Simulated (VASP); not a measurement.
Energy against volume of Cu (fcc). Calculation: optB88-vdW, VASP's PBE PAW potentials (set 64) (plane waves; VASP).

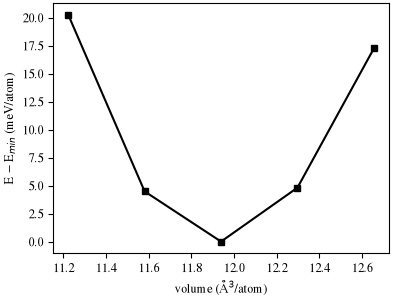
Figure: Energy against volume

Problem. Estimate the equilibrium volume and the bulk modulus.

Solution. The minimum lies near 11.9 Å³/atom, and the curvature gives B0 of about 140 GPa.

Measured: bulk modulus 144 GPa at 0 K (computed value off by -3.5 %), as given by Daniel Mejia-Rodriguez et al., Physical Review B (2018), arXiv:1807.09216 [0 K value with the zero-point phonon effect removed]; a 3.595 Å at 0 K (computed value off by +0.9 %), as given by Gábor I. Csonka et al., Physical Review B (2009), arXiv:0903.4037 [low-temperature or extrapolated to 0 K; zero-point anharmonic expansion removed].

The compound is Cu in the fcc structure. It was relaxed first.
